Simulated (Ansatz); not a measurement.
## Electronic structure of GeH$_{4}$O···HCl···HF in real space

Input

```
crystal:
  periodic: [false, false, false]
  atoms:
    - { symbol: Ge, position_ang: [-0.738744, 1.07481, -0.845879] }
    - { symbol: Cl, position_ang: [-0.384904, -2.418553, -0.545118] }
    - { symbol: H, position_ang: [-0.608355, 0.328786, -2.182337] }
    - { symbol: H, position_ang: [-1.828938, 0.504548, 0.067156] }
    - { symbol: H, position_ang: [-0.955408, 2.585052, -1.09082] }
    - { symbol: H, position_ang: [0.985829, -0.392817, 1.95337] }
    - { symbol: O, position_ang: [0.818653, 0.899198, 0.113045] }
    - { symbol: H, position_ang: [0.150673, -2.184641, 0.626618] }
    - { symbol: F, position_ang: [0.981482, -1.199215, 2.377532] }
    - { symbol: H, position_ang: [1.579713, 0.802731, -0.473467] }
basis:
  gaussian: { orbitals: def2-SVP }
hamiltonian:
  xc: pbe0
relax:
  f_tol: 0.03
  max_steps: 50
output:
  orbitals: {}
```

Launched as:

```sh
ansatz run input.yaml --threads 2 --pin off --max-ram 3072MiB --backend cpu --events-out ev --progress --plain --runs-dir out
```

The fields are those of the relaxed geometry.

All numbers below come from RKS PBE0/def2-SVP (Ansatz 0.2.0).

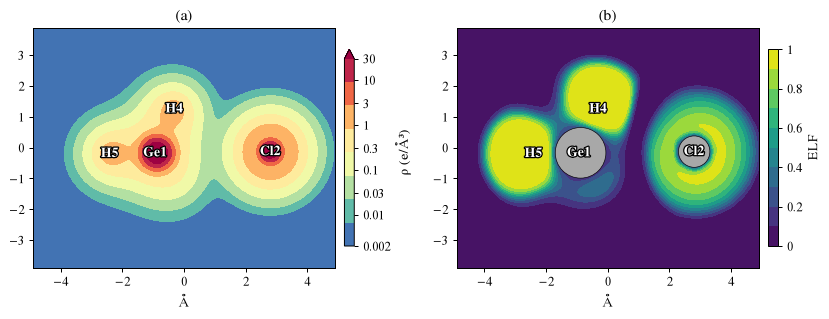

Figure 1. (a) electron density; (b) electron localisation function on the plane of atoms H4, Ge1 and H5. Grey discs cover the atomic cores in the ELF map.

Q: Read the bonding off the picture.

A:
- The section cuts through Ge, Cl and H sites.
- Ge–H (1.53 Å): ρ at the midpoint is about 1.1 e/Å³; the ELF climbs to about 1 towards the hydrogen.
- The ELF also peaks beside Cl2, away from the bonds: lone-pair regions.

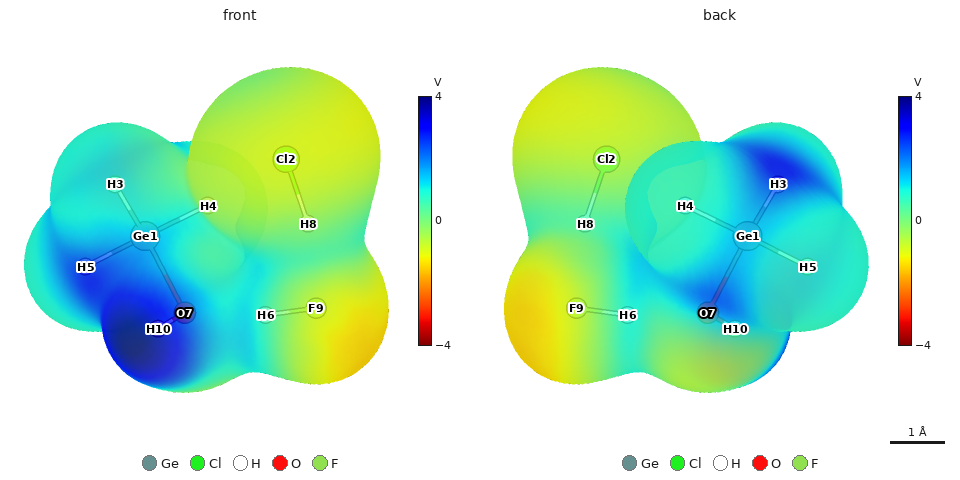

Figure 2. The molecular electrostatic potential painted on the density surface at 0.004 e/bohr³, seen from the front and from behind; red is negative and blue positive.

Q: Describe the electrostatic potential map.

A: The most negative region (about −1.5 V) lies over F9, the most positive (about +3.9 V) over H10.

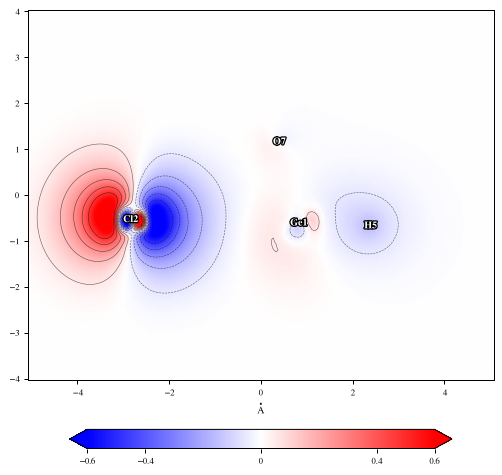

Figure 3. The HOMO−1 on the plane of atoms H5, Ge1 and O7 (values in Å⁻³ᐟ²; the overall sign is arbitrary).

Q: Where does this orbital lie, and at what energy?

A: By Hirshfeld shares it lies mainly on Cl2 (about 90 %); largely a lone pair of Cl2. Its energy is −8.43 eV.

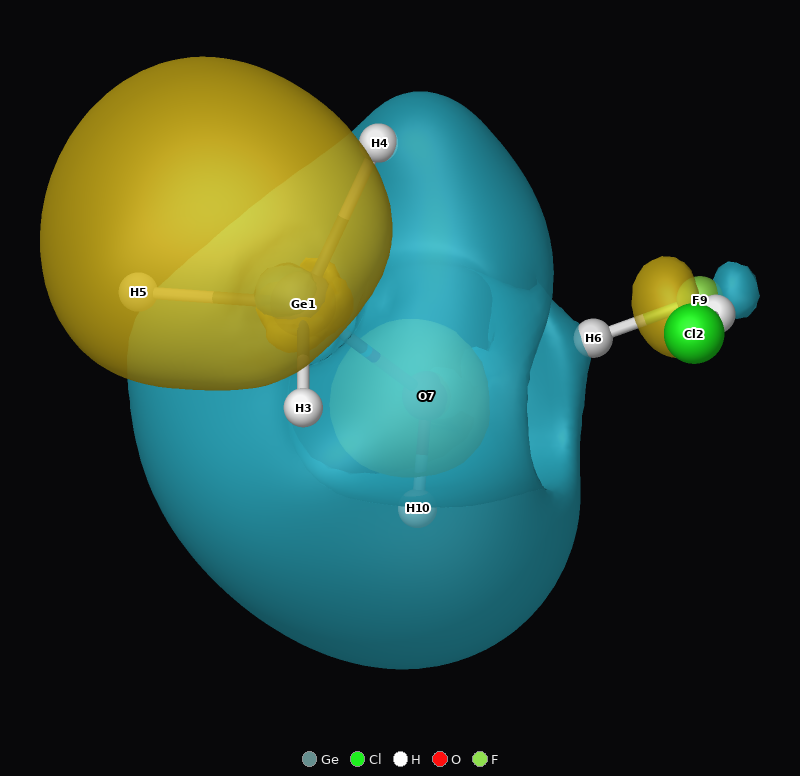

Figure 4. The LUMO at ±0.08 Å⁻³ᐟ² (yellow and cyan are the two phases), seen from one side.

Q: Where does this orbital lie, and at what energy?

A: By Hirshfeld shares it lies mainly on Ge1 (about 55 %), O7 (about 15 %) and H10 (about 10 %). Its energy is −0.35 eV.
